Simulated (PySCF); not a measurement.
**B3LYP/aug-cc-pVTZ run of Cl2 (chlorine)**

Aim: the energy change on altering one bond length of Cl2 (chlorine) at B3LYP/aug-cc-pVTZ, from 2 runs. The job is set up through a Python script.

The calculation is run with PySCF 2.14.0.

2 further runs of the same task are left out: 2 set aside as unsound or not needed.

### Step 1. The system as given

The species is Cl2 (2 atoms), meant as a singlet with charge 0. As SMILES, `ClCl`. Geometry: relaxed at PBE0-D4/def2-TZVP.

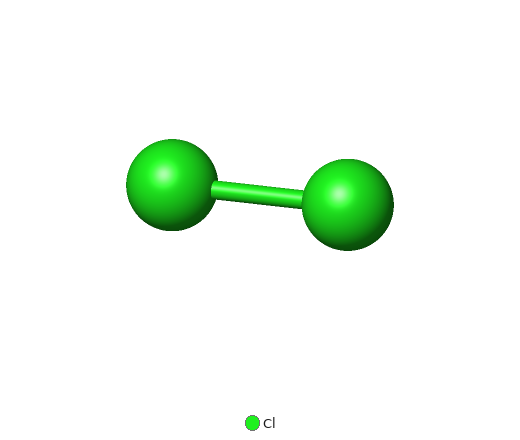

The structure, seen from a chosen angle (chlorine green).

### Step 2. The energy at B3LYP/aug-cc-pVTZ

calc.py

```python
from pyscf import gto, dft

molecule = gto.Mole()
molecule.atom = 'Cl 0.845690 -0.281600 0.433600; Cl -0.845690 0.281600 -0.433600'
molecule.verbose = 3
molecule.max_memory = 1860
molecule.basis = 'aug-cc-pvtz'
molecule.build()

mf = dft.RKS(molecule, xc='b3lyp')
mf.grids.level = 5
mf.conv_tol = 1e-10
mf.kernel()
if not mf.converged:
    mf = mf.newton().run(mf.mo_coeff, mf.mo_occ)

e_final = mf.e_tot
print('Final energy', e_final)
```

Command:

```
$ OMP_NUM_THREADS=1 python calc.py
```

The log of the run:

```text
converged SCF energy = -920.436131517157
Final energy -920.4361315171574
```

It took 6.6 s on 1 thread of Arm Neoverse V1, shared host; peak memory 0.47 GiB.

### Step 3. The distorted shape at the same level

input.py

```python
from pyscf import gto, dft

system = gto.M(
    atom='''
Cl     2.077584    -0.691798     1.065214
Cl    -1.598122     0.532147    -0.819385
''',
    basis='aug-cc-pvtz',
    verbose=3,
    max_memory=1860,
    charge=0,
    unit='bohr',
)

mf = dft.RKS(system, xc='b3lyp')
mf.conv_tol = 1e-10
mf.grids.level = 5
mf.kernel()
if not mf.converged:
    mf = mf.newton().run(mf.mo_coeff, mf.mo_occ)

e_tot = mf.e_tot
print('E(%s) = %.9f' % ('B3LYP', e_tot))
```

Command:

```
$ OMP_NUM_THREADS=1 python input.py
```

The log of the run:

```text
converged SCF energy = -920.42123444189
E(B3LYP) = -920.421234442
```

Wall time 6.6 s (1 thread of Arm Neoverse V1, shared host); peak memory 0.47 GiB.

### Step 4. Results

At B3LYP/aug-cc-pVTZ:

| quantity | value |
| --- | --- |
| first shape: total energy | -920.43613 Eh |
| first shape: dipole moment | 0.00 D |
| first shape: HOMO energy | -8.46 eV |
| first shape: LUMO energy | -3.37 eV |
| first shape: HOMO–LUMO gap | 5.09 eV |
| distorted shape: total energy | -920.42123 Eh |
| distorted shape: dipole moment | 0.00 D |
| distorted shape: HOMO energy | -9.02 eV |
| distorted shape: LUMO energy | -5.48 eV |
| distorted shape: HOMO–LUMO gap | 3.54 eV |
| energy change with the Cl1–Cl2 bond stretched from 1.982 to 2.280 Å | 0.405 eV |

**Reading.** With the Cl1–Cl2 bond stretched from 1.982 to 2.280 Å the energy rises by 0.41 eV (9.3 kcal/mol). The first shape isn't relaxed at this level, so the change isn't measured from a minimum.
